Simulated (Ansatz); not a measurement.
**C5H12Si (vinyltrimethylsilane) at PBE/6-31G(d) (spherical functions)**

What is the electronic atomisation energy of C5H12Si (vinyltrimethylsilane) at PBE/6-31G* (spherical functions)? 

The results are computed with Ansatz 0.2.0.

31 further runs of the same task are left out: 31 set aside as unsound or not needed.

### Step 1. The molecule

C5H12Si: 18 atoms, total charge 0, spin state singlet. SMILES: `C=C[Si](C)(C)C`. The coordinates come from a PBE0-D4/def2-TZVP relaxation. This is one conformer, not always the lowest.

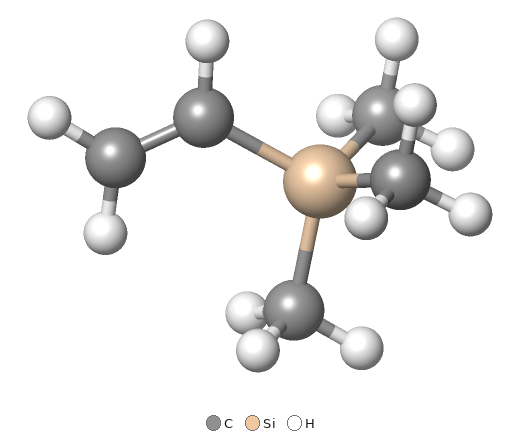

Viewed from a chosen angle; carbon grey, silicon light orange, hydrogen white.

### Step 2. A single-point energy at PBE/6-31G(d) (spherical functions)

Input file job.yaml:

```yaml
basis:
  gaussian: {orbitals: 6-31G_st_-spherical.json}
crystal:
  periodic: [false, false, false]
  atoms:
    - {symbol: C, position_ang: [-2.463470, -0.560850, 0.441110]}
    - {symbol: C, position_ang: [-1.600000, 0.041460, -0.372240]}
    - {symbol: Si, position_ang: [0.250010, 0.097990, -0.111240]}
    - {symbol: C, position_ang: [0.693770, -0.817270, 1.461280]}
    - {symbol: C, position_ang: [0.791320, 1.889350, 0.012330]}
    - {symbol: C, position_ang: [1.095130, -0.702450, -1.581740]}
    - {symbol: H, position_ang: [-3.533840, -0.570330, 0.252000]}
    - {symbol: H, position_ang: [-2.138230, -1.076560, 1.340760]}
    - {symbol: H, position_ang: [-2.008990, 0.536650, -1.254490]}
    - {symbol: H, position_ang: [0.218540, -0.365270, 2.335650]}
    - {symbol: H, position_ang: [1.775050, -0.792910, 1.621980]}
    - {symbol: H, position_ang: [0.389440, -1.865980, 1.413780]}
    - {symbol: H, position_ang: [0.321910, 2.383320, 0.866720]}
    - {symbol: H, position_ang: [1.875770, 1.963820, 0.132240]}
    - {symbol: H, position_ang: [0.516990, 2.446350, -0.887640]}
    - {symbol: H, position_ang: [0.807560, -1.752570, -1.676110]}
    - {symbol: H, position_ang: [0.825840, -0.197420, -2.513330]}
    - {symbol: H, position_ang: [2.183160, -0.657310, -1.481070]}
accuracy: high
output: {orbitals: {seedname: orbitals}}
hamiltonian: {xc: pbe}
```

The basis set 6-31G* is read from a file made from the Basis Set Exchange's data (not shown).

Run with:

```console
$ ansatz run job.yaml --threads 1 --pin off --max-ram 3480MiB --events-out events.jsonl --progress --plain --runs-dir runs
```

What it wrote:

```text
Warning: RAYON_NUM_THREADS=1 ignored (pool sized by the plan → 1); use --threads N
Functional definition: PBE
  name "PBE"
  parameter kappa = 0.804
  parameter beta = 0.06672455060314922
  exchange = pbe_x(kappa = kappa, mu = beta*pi^2/3)
  correlation = pbe_c(beta = beta)
2859 factors; integrals over basis functions are off by at most 4.2e-9 eV
mean field evaluation 1: about -13226.6775 eV, gradient 8.9e1 eV
mean field evaluation 2: about -13208.9508 eV, gradient 1.1e2 eV
mean field evaluation 4: about -13245.7903 eV, gradient 1.2e1 eV
mean field evaluation 8: about -13246.1696 eV, gradient 1.2e-1 eV
mean field evaluation 16: about -13246.1696 eV, gradient 2.6e-6 eV
mean field -13246.16963805 eV, -486.7877556221 hartree, gradient 5.7e-8 eV, S^2 0.000000; 0 other end points of the search recorded, 0 dependent functions left out
reference -13246.16964128 eV, -486.7877557408 hartree; 28, 28 occupied and 84, 84 virtual orbitals, 2859 factors
Total energy: -13246.16964128 eV, -486.7877557408 hartree
```

Wall time 9.6 s (1 thread of Intel Xeon 6975P-C (Granite Rapids), shared host); peak memory 0.41 GiB.

### Step 3. The C atom at the same level

Input file molecule.yaml:

```yaml
crystal:
  periodic: [false, false, false]
  atoms:
    - symbol: C
      position_ang: [0.000000, 0.000000, 0.000000]
basis:
  gaussian: {orbitals: 6-31G_st_-spherical.json}
magnetization: {spin_polarized: true, initial_magnetization: 2}
hamiltonian: {xc: pbe}
accuracy: high
```

The basis set 6-31G* is read from a file made from the Basis Set Exchange's data (not shown).

Run with:

```console
$ ansatz run molecule.yaml --threads 1 --pin off --max-ram 3480MiB --events-out events.jsonl --progress --plain --runs-dir runs
```

What it wrote:

```text
Warning: RAYON_NUM_THREADS=1 ignored (pool sized by the plan → 1); use --threads N
Functional definition: PBE
  name "PBE"
  parameter kappa = 0.804
  parameter beta = 0.06672455060314922
  exchange = pbe_x(kappa = kappa, mu = beta*pi^2/3)
  correlation = pbe_c(beta = beta)
96 factors; integrals over basis functions are off by at most 1.1e-9 eV
mean field evaluation 1: about -1027.9528 eV, gradient 4.6e0 eV
mean field evaluation 2: about -1028.0508 eV, gradient 2.1e0 eV
mean field evaluation 4: about -1028.0821 eV, gradient 2.5e-1 eV
mean field evaluation 8: about -1028.0821 eV, gradient 3.3e-5 eV
mean field evaluation 16: about -1028.0821 eV, gradient 5.4e-2 eV
mean field evaluation 32: about -1028.0821 eV, gradient 1.4e-8 eV
mean field -1028.08208419 eV, -37.7813197351 hartree, gradient 1.4e-8 eV, S^2 2.001489; 2 other end points of the search recorded, 0 dependent functions left out
reference -1028.08208551 eV, -37.7813197834 hartree; 4, 2 occupied and 10, 12 virtual orbitals, 96 factors
Total energy: -1028.08208551 eV, -37.7813197834 hartree
```

Wall time 0.32 s (1 thread of Intel Xeon 6975P-C (Granite Rapids), shared host).

### Step 4. The H atom at the same level

Input file run.yaml:

```yaml
crystal:
  periodic: [false, false, false]
  atoms:
    - symbol: H
      position_ang: [0.000000, 0.000000, 0.000000]
basis:
  gaussian:
    orbitals: "6-31G*"
magnetization:
  spin_polarized: true
  initial_magnetization: 1
accuracy: high
hamiltonian:
  xc: pbe
```

Run the same way, it converges to -0.49743 Eh (log not shown).

### Step 5. The Si atom

Input file molecule.yaml:

```yaml
crystal:
  periodic: [false, false, false]
  atoms:
    - {symbol: Si, position_ang: [0.000000, 0.000000, 0.000000]}
basis:
  gaussian:
    orbitals: 6-31G_st_-spherical.json
magnetization:
  spin_polarized: true
  initial_magnetization: 2
hamiltonian:
  xc: pbe
accuracy: high
```

The basis set 6-31G* is read from a file made from the Basis Set Exchange's data (not shown).

Run with:

```console
$ ansatz run molecule.yaml --threads 1 --pin off --max-ram 3480MiB --events-out events.jsonl --progress --plain --runs-dir runs
```

What it wrote:

```text
Warning: RAYON_NUM_THREADS=1 ignored (pool sized by the plan → 1); use --threads N
Functional definition: PBE
  name "PBE"
  parameter kappa = 0.804
  parameter beta = 0.06672455060314922
  exchange = pbe_x(kappa = kappa, mu = beta*pi^2/3)
  correlation = pbe_c(beta = beta)
141 factors; integrals over basis functions are off by at most 2.6e-9 eV
mean field evaluation 1: about -7869.4462 eV, gradient 2.6e0 eV
mean field evaluation 2: about -7869.5206 eV, gradient 1.1e0 eV
mean field evaluation 4: about -7869.5329 eV, gradient 1.5e-1 eV
mean field evaluation 8: about -7869.5331 eV, gradient 5.2e-5 eV
mean field evaluation 16: about -7869.5331 eV, gradient 4.7e-2 eV
mean field evaluation 32: about -7869.5331 eV, gradient 1.9e-8 eV
mean field -7869.53312343 eV, -289.2000081248 hartree, gradient 1.9e-8 eV, S^2 2.001830; 2 other end points of the search recorded, 0 dependent functions left out
reference -7869.53312538 eV, -289.2000081965 hartree; 8, 6 occupied and 10, 12 virtual orbitals, 141 factors
Total energy: -7869.53312538 eV, -289.2000081965 hartree
```

It took 0.57 s on 1 thread of Intel Xeon 6975P-C (Granite Rapids), shared host.

### Step 6. Summary of results

At PBE/6-31G* (spherical functions):

| quantity | value |
| --- | --- |
| molecule: total energy | -486.78776 Eh |
| molecule: HOMO energy | -6.12 eV |
| molecule: LUMO energy | -0.63 eV |
| molecule: HOMO–LUMO gap | 5.49 eV |
| C atom: total energy | -37.78132 Eh |
| C atom: ⟨S²⟩ | 2.001 |
| H atom: total energy | -0.49743 Eh |
| H atom: ⟨S²⟩ | 0.750 |
| Si atom: total energy | -289.20001 Eh |
| Si atom: ⟨S²⟩ | 2.002 |
| electronic atomisation energy | 73.796 eV |

**Reading.** Taking the molecule apart into free atoms costs 73.80 eV (7120 kJ/mol), before zero-point energy and without spin-orbit coupling.
